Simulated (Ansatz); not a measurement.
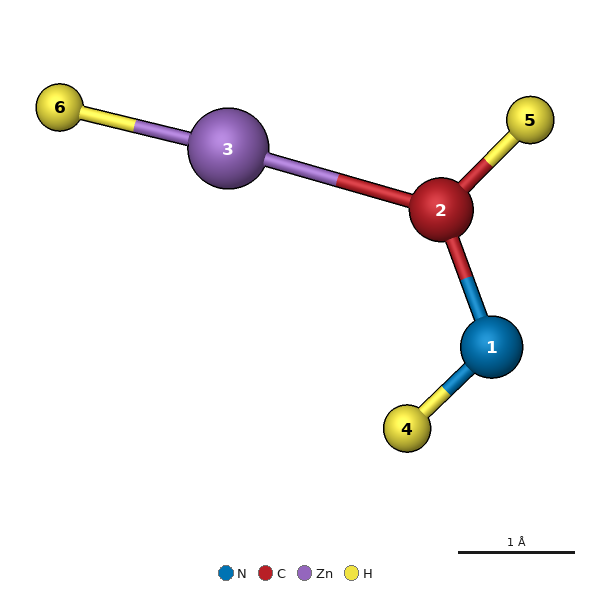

Orthographic view with a scale bar. Computed geometry: PBE0-D4/def2-TZVP optimisation. No frequency run is at hand to confirm it as a minimum.

Give an XYZ file in the frame of the picture: x to the right, y up, z towards the viewer, origin at the mean of the atomic positions.

```xyz
6
CH3NZn
N    1.14  -1.04   0.33
C    0.70   0.15   0.16
Zn  -1.13   0.68  -0.31
H    0.41  -1.74   0.20
H    1.47   0.92   0.30
H   -2.59   1.03  -0.68
```
